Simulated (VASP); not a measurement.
Band structure of SiGe (space group P6_3mc). Level of theory: PBEsol GGA, VASP's PBE PAW potentials (set 64) (plane waves; VASP).

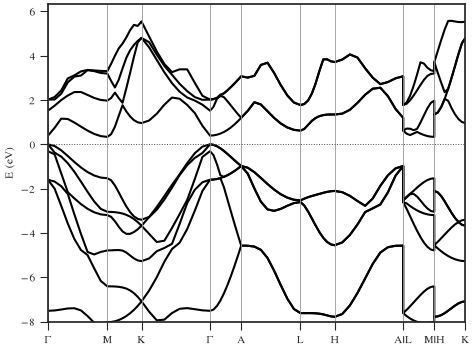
*Bands along high-symmetry lines, zero at the valence-band maximum or, without a gap, the Fermi level*

**Question.** Read the plot: is there a gap, and where are the band edges?

**Answer.** The gap is indirect, 0.34 eV, from the valence maximum at Γ to the conduction minimum at M. (Edges off the drawn lines would not show.)

The structure comes from a computed database's SiGe entry (P6_3mc); how it stands against other phases isn't given here. It was relaxed first.
